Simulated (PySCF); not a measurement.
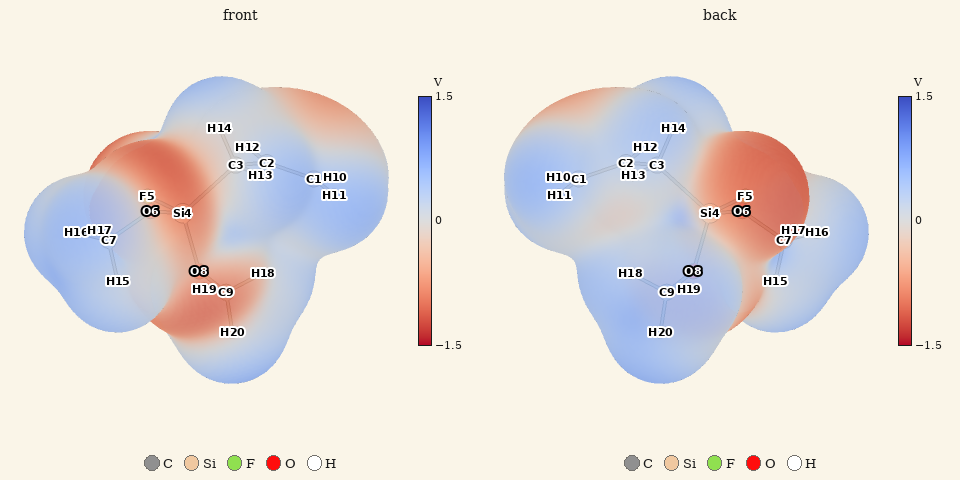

The picture shows: C₅H₁₁FO₂Si (SMILES C=CC[Si](F)(OC)OC). The electrostatic potential painted on the density surface at 0.001 e/bohr³, seen from the front and from behind; the colour scale runs from red (negative) to blue (positive).

Geometry: GFN2-xTB.

These are results of PBE0/pcSseg-1, SCF density, gas phase, non-relativistic (PySCF 2.14.0), not measurements.

Input file:

```
{"job": {"kind": "nmr", "xc": "PBE0", "basis": "pcSseg-1"}, "charge": 0, "multiplicity": 1}
C     -2.883008     0.087029     1.065146
C     -2.144806    -0.683233     0.286646
C     -0.810907    -1.237802     0.657535
Si     0.565976    -0.419640    -0.354368
F      0.263597    -0.695982    -1.928279
O      1.938871    -1.130227     0.075821
C      3.253262    -0.863504    -0.348829
O      0.732220     1.180437    -0.197913
C     -0.174045     2.215720    -0.492075
H     -3.834846     0.477807     0.747318
H     -2.566441     0.353391     2.060915
H     -2.485628    -0.933152    -0.709300
H     -0.632568    -1.090514     1.721992
H     -0.804930    -2.311170     0.468991
H      3.504456     0.183138    -0.176511
H      3.358304    -1.085504    -1.411656
H      3.918949    -1.504130     0.228889
H     -1.115188     2.064147     0.037564
H     -0.372426     2.252896    -1.564230
H      0.284011     3.150972    -0.170694
```

Command:

```sh
OMP_NUM_THREADS=1 python probes_run.py task.json out
```

> Describe the electrostatic potential map.

The most negative region (about −1.1 V) lies over F5 and O6, the most positive (about +0.6 V) over the C and H atoms.
